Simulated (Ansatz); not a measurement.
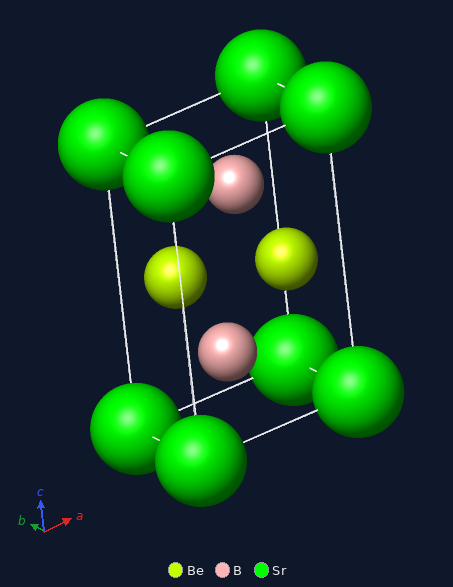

View slightly off an axis, drawn as a spheres-only model. The edges of the simulation cell are marked.

```
CELL_PARAMETERS angstrom
0.00000 3.62274 0.00000
3.62274 0.00000 0.00000
1.81137 1.81137 -5.25091
ATOMIC_POSITIONS crystal
Be 0.75000 0.25000 0.50000
Be 0.25000 0.75000 0.50000
B 0.37500 0.37500 0.25000
B 0.62500 0.62500 0.75000
Sr 0.00000 0.00000 0.00000
```

Electronic-structure method: DFT, PAW plane waves, PBEsol in Ansatz. Parameters: a kinetic-energy cutoff of 420 eV, a 10×10×10 mesh of k-points, Fermi-Dirac smearing of 0.035 eV, no spin polarisation. The pressure of the cell is -12 GPa.

### What net charge does each kind of atom have (Bader)?

Sr +1.26 e; Be +1.32 e; B -1.95 e.

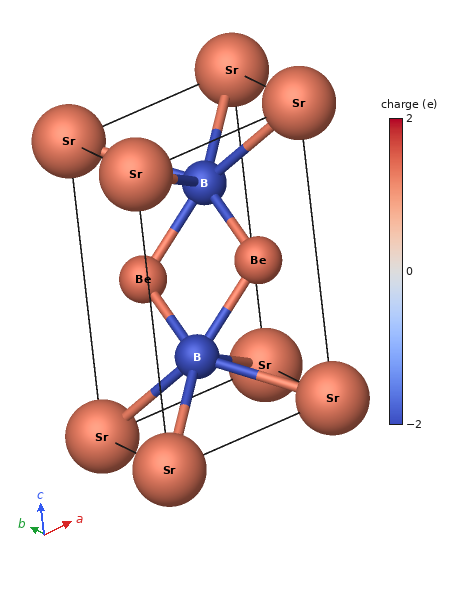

The atoms coloured by those charges.

The model is a generated cell, made by putting these elements into a known structure type (the compound may or may not exist in this form); its atoms and cell weren't optimised. It was run through Ansatz as a DFT input.

At this level of theory the cell isn't at rest (stretched, at -12 GPa and forces up to 1.2 eV/Å), so its distances can differ from those at equilibrium, the more so the softer the solid.
